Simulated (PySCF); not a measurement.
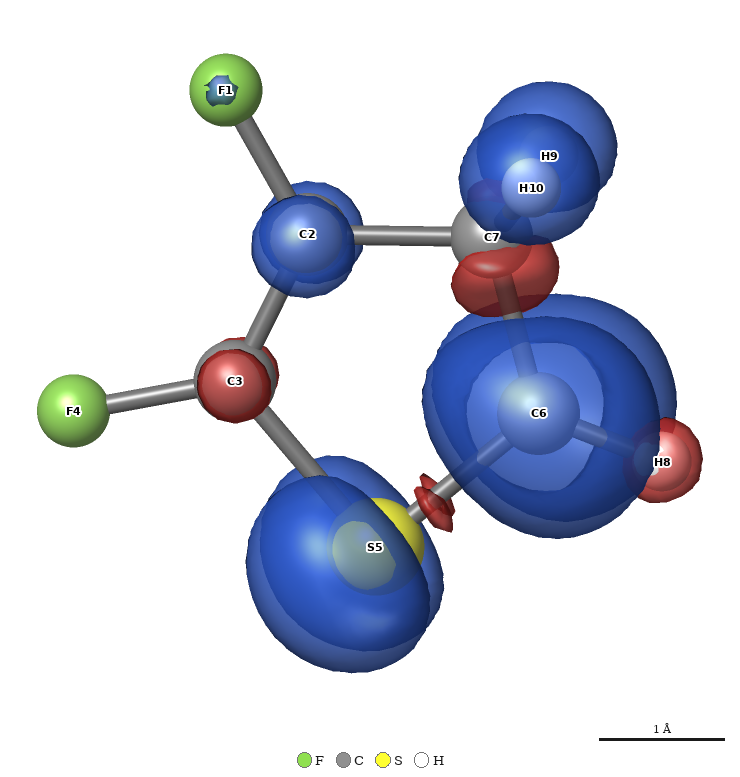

*C₄H₃F₂S (SMILES FC1=C(F)S[CH]C1) (doublet). Isosurfaces of the spin density at +0.02 (blue) and −0.02 e/Å³ (red), seen across its widest extent.*

Geometry: GFN2-xTB.

These are results of PySCF 2.14.0, density-fitted response routines, UKS B3LYP, pcH-1 on C F H S, non-relativistic, mean-field spin-orbit, GIAO, not measurements.

```xyz
10

F     0.5292    2.1932   -0.2694
C     0.4125    0.8642   -0.1411
C     1.4286    0.0021   -0.2419
F     2.7046    0.2894   -0.4807
S     0.9492   -1.6704   -0.0291
C    -0.6753   -1.1945    0.2319
C    -0.9236    0.2639    0.1335
H    -1.4261   -1.9388    0.3833
H    -1.3543    0.6780    1.0584
H    -1.6358    0.5176   -0.6675
```

Describe the spin distribution.

Answer. The unpaired spin (1 electron) lies mostly on C6 (about 0.6) and S5 (about 0.2), in electrons by Hirshfeld's partition.
